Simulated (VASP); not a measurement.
Band structure of CdTe (space group F-43m). Method: PBEsol GGA, VASP's PBE PAW potentials (set 64) (plane waves; VASP 6.6.1).

Unless said otherwise, spin-orbit coupling is left out, though it shifts the bands of the heavy elements here.

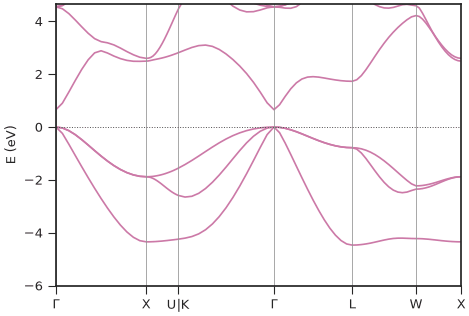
Figure. Bands along high-symmetry lines, zero at the valence-band maximum or, without a gap, the Fermi level

Task: Read the plot: is there a gap, and where are the band edges?

Result: The gap is direct, 0.66 eV, from the valence maximum at Γ to the conduction minimum at Γ. (Edges off the drawn lines would not show.)

The structure comes from a measured CdTe entry (F-43m) of the Crystallography Open Database, whose conditions weren't checked. It was relaxed first.
